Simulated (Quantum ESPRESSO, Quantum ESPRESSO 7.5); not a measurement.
**Ba(100), 5 layers: cutoff convergence**

Which setting serves for Ba(100), 5 layers? The runs below step through one kind of setting.

Main program and level: Quantum ESPRESSO 7.5; plane-wave DFT, PBE, SSSP efficiency pseudopotentials.

**1. The starting structure**

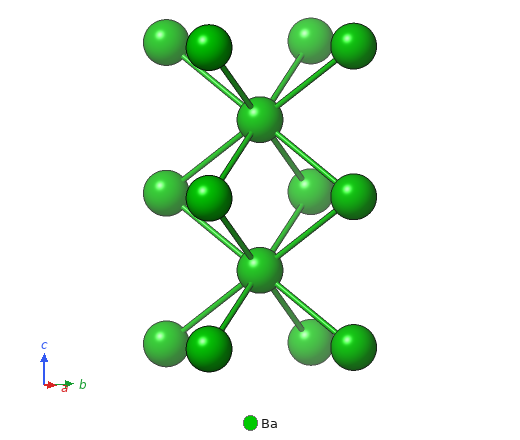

The cell as given, from the side, with the c axis up (barium green). Some periodic images of atoms are drawn too.

The cell holds 5 atoms: 5 Ba. Its edges and angles: a = 5.020 Å, b = 5.020 Å, c = 26.040 Å, α = 90.0°, β = 90.0°, γ = 90.0°. It derives from Ba. Vacuum lies along c.

**2. Self-consistent run: ecutwfc 68 Ry, ecutrho 544 Ry**

The first run is the reference of the series.

File c0.in:

```
&control
  prefix = 'c0'
  outdir = './out'
  pseudo_dir = './pseudo'
  calculation = 'scf'
  tprnfor = .true.
/
&system
  ibrav = 0
  nat = 5
  ntyp = 1
  ecutwfc = 68
  ecutrho = 544
  occupations = 'smearing'
  smearing = 'mv'
  degauss = 0.02
  assume_isolated = 'esm'
  esm_bc = 'bc1'
/
&electrons
  conv_thr = 1e-07
  mixing_beta = 0.4
  electron_maxstep = 120
  mixing_mode = 'local-TF'
/
ATOMIC_SPECIES
  Ba  137.3270  Ba.pbe-spn-kjpaw_psl.1.0.0.UPF
CELL_PARAMETERS angstrom
  5.02000000000000 0.00000000000000 0.00000000000000
  0.00000000000000 5.02000000000000 0.00000000000000
  0.00000000000000 0.00000000000000 26.04000000000000
ATOMIC_POSITIONS crystal
  Ba  0.000000000000 0.000000000000 -0.192780337942
  Ba  0.500000000000 0.500000000000 -0.096390168971
  Ba  0.000000000000 0.000000000000 0.000000000000
  Ba  0.500000000000 0.500000000000 0.096390168971
  Ba  0.000000000000 0.000000000000 0.192780337942
K_POINTS automatic
  6 6 1 0 0 0
```

On the command line:

```console
> OMP_NUM_THREADS=1 mpirun -n 4 pw.x -nk 2 -in c0.in > c0.out
```

The program printed:

```text
Program PWSCF v.7.5 starts
[citation notice left out]

     Parallel version (MPI & OpenMP), running on       4 processor cores
     Number of MPI processes:                 4
     Threads/MPI process:                     1

     MPI processes distributed on     1 nodes
[...]
Current dimensions of program PWSCF are:
     Max number of different atomic species (ntypx) = 10
     Max number of k-points (npk) =  40000
     Max angular momentum in pseudopotentials (lmaxx) =  4
     file Ba.pbe-spn-kjpaw_psl.1.0.0.UPF: wavefunction(s)  5S 6S renormalized
     Message from routine setup:
     using ibrav=0 with symmetry is DISCOURAGED, use correct ibrav instead

     K-points division:     npool     =       2
     R & G space division:  proc/nbgrp/npool/nimage =       2
     Subspace diagonalization in iterative solution of the eigenvalue problem:
     a serial algorithm will be used

     Parallelization info
     --------------------
     sticks:   dense  smooth     PW     G-vecs:    dense   smooth      PW
     Min        1946     970    275               474376   167730   24764
     Max        1947     971    278               474393   167741   24765
     Sum        3893    1941    553               948769   335471   49529

     Using Slab Decomposition

     bravais-lattice index     =            0
     lattice parameter (alat)  =       9.4864  a.u.
     unit-cell volume          =    4428.3814 (a.u.)^3
     number of atoms/cell      =            5
     number of atomic types    =            1
     number of electrons       =        50.00
     number of Kohn-Sham states=           30
     kinetic-energy cutoff     =      68.0000  Ry
     charge density cutoff     =     544.0000  Ry
     scf convergence threshold =      1.0E-07
     mixing beta               =       0.4000
     number of iterations used =            8  local-TF  mixing
     Exchange-correlation= SLA  PW   PBX  PBC
                           (   1   4   3   4   0   0   0)

     Effective Screening Medium Method
     =================================
     Boundary Conditions: Vacuum-Slab-Vacuum
     total charge in unit cell        =   0.0000
     grid points for fit at edges     =        4

     celldm(1)=   9.486425  celldm(2)=   0.000000  celldm(3)=   0.000000
     celldm(4)=   0.000000  celldm(5)=   0.000000  celldm(6)=   0.000000

     crystal axes: (cart. coord. in units of alat)
               a(1) = (   1.000000   0.000000   0.000000 )
               a(2) = (   0.000000   1.000000   0.000000 )
               a(3) = (   0.000000   0.000000   5.187251 )

     reciprocal axes: (cart. coord. in units 2 pi/alat)
               b(1) = (  1.000000  0.000000  0.000000 )
               b(2) = (  0.000000  1.000000  0.000000 )
               b(3) = (  0.000000  0.000000  0.192780 )

     PseudoPot. # 1 for Ba read from file:
     ./pseudo/Ba.pbe-spn-kjpaw_psl.1.0.0.UPF
     Pseudo is Projector augmented-wave + core cor, Zval = 10.0
     Generated using "atomic" code by A. Dal Corso  v.5.1
     Shape of augmentation charge: PSQ
     Using radial grid of 1251 points,  7 beta functions with:
                l(1) =   0
                l(2) =   0
                l(3) =   0
                l(4) =   1
                l(5) =   1
                l(6) =   2
                l(7) =   2
     Q(r) pseudized with 0 coefficients

     atomic species   valence    mass     pseudopotential
     Ba               10.00   137.32700     Ba( 1.00)

     16 Sym. Ops., with inversion, found

   Cartesian axes

     site n.     atom                  positions (alat units)
         1        Ba     tau(   1) = (   0.0000000   0.0000000  -1.0000000  )
         2        Ba     tau(   2) = (   0.5000000   0.5000000  -0.5000000  )
         3        Ba     tau(   3) = (   0.0000000   0.0000000   0.0000000  )
         4        Ba     tau(   4) = (   0.5000000   0.5000000   0.5000000  )
         5        Ba     tau(   5) = (   0.0000000   0.0000000   1.0000000  )

     number of k points=    10  Marzari-Vanderbilt smearing, width (Ry)=  0.0200
                       cart. coord. in units 2pi/alat
        k(    1) = (   0.0000000   0.0000000   0.0000000), wk =   0.0555556
        k(    2) = (   0.0000000   0.1666667   0.0000000), wk =   0.2222222
        k(    3) = (   0.0000000   0.3333333   0.0000000), wk =   0.2222222
        k(    4) = (   0.0000000  -0.5000000   0.0000000), wk =   0.1111111
        k(    5) = (   0.1666667   0.1666667   0.0000000), wk =   0.2222222
        k(    6) = (   0.1666667   0.3333333   0.0000000), wk =   0.4444444
        k(    7) = (   0.1666667  -0.5000000   0.0000000), wk =   0.2222222
        k(    8) = (   0.3333333   0.3333333   0.0000000), wk =   0.2222222
        k(    9) = (   0.3333333  -0.5000000   0.0000000), wk =   0.2222222
        k(   10) = (  -0.5000000  -0.5000000   0.0000000), wk =   0.0555556

     Dense  grid:   948769 G-vectors     FFT dimensions: (  72,  72, 375)

     Smooth grid:   335471 G-vectors     FFT dimensions: (  50,  50, 270)

     Estimated max dynamical RAM per process >       1.12 GB

     Estimated total dynamical RAM >       4.25 GB

     Initial potential from superposition of free atoms

     starting charge      49.9150, renormalised to      50.0000

     negative rho (up, down):  2.759E-04 0.000E+00
     Starting wfcs are   25 randomized atomic wfcs +    5 random wfcs
     Checking if some PAW data can be deallocated...

     total cpu time spent up to now is        4.0 secs

     per-process dynamical memory:   281.1 Mb

     Self-consistent Calculation

     iteration #  1     ecut=    68.00 Ry     beta= 0.40
     Davidson diagonalization with overlap
     ethr =  1.00E-02,  avg # of iterations = 13.7

     negative rho (up, down):  3.566E-08 0.000E+00

     total cpu time spent up to now is       16.0 secs

     total energy              =   -2180.36963207 Ry
     estimated scf accuracy    <       0.68837030 Ry

     iteration #  2     ecut=    68.00 Ry     beta= 0.40
[...]
c_bands:  2 eigenvalues not converged
[...]
total energy              =   -2180.74257792 Ry
     estimated scf accuracy    <       0.35170019 Ry

     iteration #  3     ecut=    68.00 Ry     beta= 0.40
[...]
total energy              =   -2180.72637239 Ry
     estimated scf accuracy    <       0.18159865 Ry

     iteration #  4     ecut=    68.00 Ry     beta= 0.40
[...]
c_bands:  2 eigenvalues not converged
     c_bands:  2 eigenvalues not converged
[...]
total energy              =   -2180.82493782 Ry
     estimated scf accuracy    <       0.01327884 Ry

     iteration #  8     ecut=    68.00 Ry     beta= 0.40
[...]
c_bands:  1 eigenvalues not converged
     c_bands:  2 eigenvalues not converged
     c_bands:  1 eigenvalues not converged
[...]
total energy              =   -2180.82458137 Ry
     estimated scf accuracy    <       0.00993423 Ry

     iteration #  9     ecut=    68.00 Ry     beta= 0.40
[...]
c_bands:  1 eigenvalues not converged
[...]
total energy              =   -2180.82694096 Ry
     estimated scf accuracy    <       0.02989889 Ry

     iteration # 10     ecut=    68.00 Ry     beta= 0.40
[...]
total energy              =   -2180.82728445 Ry
     estimated scf accuracy    <       0.03888124 Ry

     iteration # 11     ecut=    68.00 Ry     beta= 0.40
[...]
total energy              =   -2180.82426749 Ry
     estimated scf accuracy    <       0.03944974 Ry

     iteration # 12     ecut=    68.00 Ry     beta= 0.40
[...]
negative rho (up, down):  1.489E-02 0.000E+00

[...]
total energy              =   -2180.82311429 Ry
     estimated scf accuracy    <       0.00698633 Ry

[... 42 further iterations ...]
     iteration # 55     ecut=    68.00 Ry     beta= 0.40
[...]
negative rho (up, down):  4.364E-05 0.000E+00

[...]
total energy              =   -2180.82870383 Ry
     estimated scf accuracy    <       0.00001491 Ry

     iteration # 56     ecut=    68.00 Ry     beta= 0.40
[...]
negative rho (up, down):  4.835E-05 0.000E+00

[...]
total energy              =   -2180.82870363 Ry
     estimated scf accuracy    <       0.00001860 Ry

     iteration # 57     ecut=    68.00 Ry     beta= 0.40
[...]
negative rho (up, down):  5.782E-05 0.000E+00

[...]
total energy              =   -2180.82870325 Ry
     estimated scf accuracy    <       0.00001467 Ry

     iteration # 58     ecut=    68.00 Ry     beta= 0.40
[...]
negative rho (up, down):  6.411E-05 0.000E+00

[...]
total energy              =   -2180.82870050 Ry
     estimated scf accuracy    <       0.00002377 Ry

     iteration # 59     ecut=    68.00 Ry     beta= 0.40
[...]
negative rho (up, down):  6.161E-06 0.000E+00

[...]
total energy              =   -2180.82870929 Ry
     estimated scf accuracy    <       0.00000314 Ry

     iteration # 60     ecut=    68.00 Ry     beta= 0.40
[...]
negative rho (up, down):  9.188E-06 0.000E+00

[...]
total energy              =   -2180.82870946 Ry
     estimated scf accuracy    <       0.00000042 Ry

     iteration # 61     ecut=    68.00 Ry     beta= 0.40
[...]
c_bands:  1 eigenvalues not converged
     c_bands:  1 eigenvalues not converged
[...]
negative rho (up, down):  5.272E-06 0.000E+00

[...]
total energy              =   -2180.82871173 Ry
     estimated scf accuracy    <       0.00000117 Ry

     iteration # 62     ecut=    68.00 Ry     beta= 0.40
[...]
negative rho (up, down):  3.613E-06 0.000E+00

[...]
total energy              =   -2180.82871260 Ry
     estimated scf accuracy    <       0.00000042 Ry

     iteration # 63     ecut=    68.00 Ry     beta= 0.40
[...]
negative rho (up, down):  4.568E-06 0.000E+00

[...]
total energy              =   -2180.82871204 Ry
     estimated scf accuracy    <       0.00000019 Ry

     iteration # 64     ecut=    68.00 Ry     beta= 0.40
[...]
negative rho (up, down):  8.555E-06 0.000E+00

[...]
End of self-consistent calculation

          k = 0.0000 0.0000 0.0000 ( 42057 PWs)   bands (ev):

   -31.8799 -31.8799 -31.2251 -31.1720 -31.1602 -17.0793 -17.0792 -16.9706
   -16.9706 -16.9703 -16.9703 -16.4848 -16.4425 -16.4425 -16.4032 -16.2947
   -16.2947 -16.2584 -16.2132 -16.2132  -4.9041  -4.3576  -3.5567  -2.8628
    -2.7905  -2.7794  -2.4353  -1.7648  -1.6448  -1.6102

          k = 0.0000 0.1667 0.0000 ( 41985 PWs)   bands (ev):

   -31.8791 -31.8791 -31.2217 -31.1714 -31.1623 -17.0797 -17.0795 -16.9918
   -16.9918 -16.9669 -16.9667 -16.4949 -16.4860 -16.4280 -16.3652 -16.3327
   -16.2951 -16.2323 -16.2294 -16.2273  -4.6608  -4.1528  -3.4196  -2.7875
    -2.6834  -2.6115  -2.3164  -1.8134  -1.6100  -1.5424

          k = 0.0000 0.3333 0.0000 ( 41955 PWs)   bands (ev):

   -31.8776 -31.8776 -31.2140 -31.1702 -31.1676 -17.0818 -17.0801 -17.0334
   -17.0327 -16.9595 -16.9595 -16.5493 -16.5051 -16.3894 -16.3587 -16.3490
   -16.2960 -16.2653 -16.2507 -16.2146  -4.0117  -3.6474  -3.1996  -2.8496
    -2.6408  -2.2845  -1.9834  -1.7760  -1.5995  -1.3735

          k = 0.0000-0.5000 0.0000 ( 41936 PWs)   bands (ev):

   -31.8768 -31.8768 -31.2093 -31.1711 -31.1697 -17.0835 -17.0804 -17.0539
   -17.0523 -16.9559 -16.9559 -16.5706 -16.5203 -16.3715 -16.3538 -16.3445
   -16.3006 -16.2965 -16.2494 -16.2140  -3.2265  -3.2212  -3.2019  -3.0909
    -3.0331  -2.0404  -1.9596  -1.6351  -1.5443  -1.4259

          k = 0.1667 0.1667 0.0000 ( 41959 PWs)   bands (ev):

   -31.8784 -31.8784 -31.2188 -31.1708 -31.1640 -17.0788 -17.0782 -16.9895
   -16.9890 -16.9879 -16.9877 -16.4884 -16.4854 -16.4714 -16.3365 -16.3359
   -16.3111 -16.2658 -16.2232 -16.2185  -4.4308  -3.9419  -3.2436  -2.6209
    -2.5210  -2.4884  -2.2609  -1.8257  -1.6467  -1.6361

          k = 0.1667 0.3333 0.0000 ( 41932 PWs)   bands (ev):

   -31.8769 -31.8769 -31.2123 -31.1696 -31.1679 -17.0779 -17.0763 -17.0307
   -17.0301 -16.9820 -16.9816 -16.5430 -16.4917 -16.4562 -16.3482 -16.3342
   -16.3134 -16.2815 -16.2315 -16.2266  -3.8260  -3.4240  -2.9458  -2.6018
    -2.4656  -2.2683  -1.9841  -1.8267  -1.7506  -1.6466

[...]
the Fermi energy is    -2.3619 ev

!    total energy              =   -2180.82871049 Ry
     total all-electron energy =    -81356.294303 Ry
     estimated scf accuracy    <       0.00000002 Ry
     smearing contrib. (-TS)   =      -0.00059493 Ry
     internal energy E=F+TS    =   -2180.82811556 Ry

     The total energy is F=E-TS. E is the sum of the following terms:
     one-electron contribution =    2673.08408532 Ry
     hartree contribution      =   -1337.06763947 Ry
     xc contribution           =    -100.63730465 Ry
     ewald contribution        =   -1541.46421031 Ry
     one-center paw contrib.   =   -1874.74304645 Ry

     convergence has been achieved in  64 iterations

     negative rho (up, down):  8.555E-06 0.000E+00

     Forces acting on atoms (cartesian axes, Ry/au):

     atom    1 type  1   force =     0.00000000    0.00000000   -0.00306151
     atom    2 type  1   force =     0.00000000    0.00000000    0.00410817
     atom    3 type  1   force =     0.00000000    0.00000000    0.00000000
     atom    4 type  1   force =     0.00000000    0.00000000   -0.00410817
     atom    5 type  1   force =     0.00000000    0.00000000    0.00306151

     Total force =     0.007246     Total SCF correction =     0.000040

[...]
=------------------------------------------------------------------------------=
   JOB DONE.
=------------------------------------------------------------------------------=
[...]
```

The job ended after 9.6 min (4 MPI ranks of Arm Neoverse V2, shared host; peak memory 4.2 GiB; 38 min of CPU time).

Read from the output:

| Property | Result |
| --- | --- |
| free energy | -29671.6862 eV |
| Fermi energy | -2.362 eV |
| vacuum line at the lower end of the cell, over the Fermi level | 2.362 eV |
| vacuum line at the upper end of the cell, over the Fermi level | 2.362 eV |

The potential energy, planar mean oscillates, so the rows of the table below give means over windows of 2.5 Å about each position, cut where the curve ends. Its maxima inside the range that stand out by 2 % of the span (Å: eV): -3.8: -0.644, -1.2: -0.557, 1.2: -0.557, 3.8: -0.644. Its minima: -5.0: -8.77, -2.5: -8.29, 0.0: -8.43, 2.5: -8.29, 5.0: -8.77.

Electrostatic potential energy of an electron; zero at the Fermi level. Table of potential energy, planar mean by z; means over each step:

```tsv
z (Å)	potential energy, planar mean (eV)
-11.74	2.36
-9.24	2.34
-6.74	0.613
-4.24	-4.24
-1.74	-4.00
0.76	-4.06
3.26	-4.07
5.76	-3.15
8.26	2.22
10.76	2.36
```

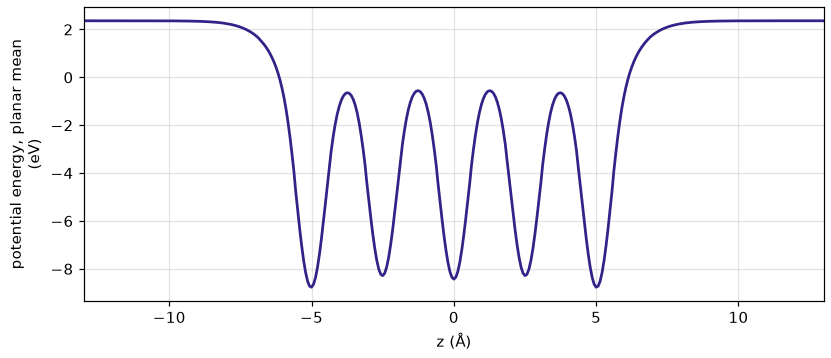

Potential energy, planar mean, plotted against z.

The program's own clock; routines nest. Time by routine:

```tsv
routine	wall time (s)	calls
PWSCF	576.9	1
electrons	570.5	1
c_bands	317.3	64
cegterg	268.2	320
h_psi	205.6	2116
fftw	187.2	57544
vloc_psi	168.2	2116
sum_band	99.89	64
mix_rho	58.88	64
newd	51.26	65
ffts	34.05	6984
calbec	25.45	2456
v_of_rho	24.92	65
add_vuspsi	18.43	2116
```

The vacuum levels are read from the outermost 0.7 Å of the cell on either side.

The run needed 64 iterations to bring the estimated error under 1e-07 Ry; the largest force on any atom, held or free, is 0.11 eV/Å.

Inside the slab this potential holds the local part of the pseudopotentials, which can be repulsive at the nuclei; only its value in the vacuum has a meaning of its own.

(Continued in part 2 of 3.)

[Logs are printed without paths, hosts, clocks, repeated set-up lines and the standing remarks that a program may print on its own settings, such as how far it seeks lower states.]

[Hosts, paths, dates, database ids (printed as entryN), source tags and the programs' standing remarks are cut or masked in the printed files.]

[Maps of the electrostatic potential energy from Ansatz leave out the sawtooth potential of an applied field or a dipole correction, so their vacuum need not be flat; planar profiles and work functions include it.]
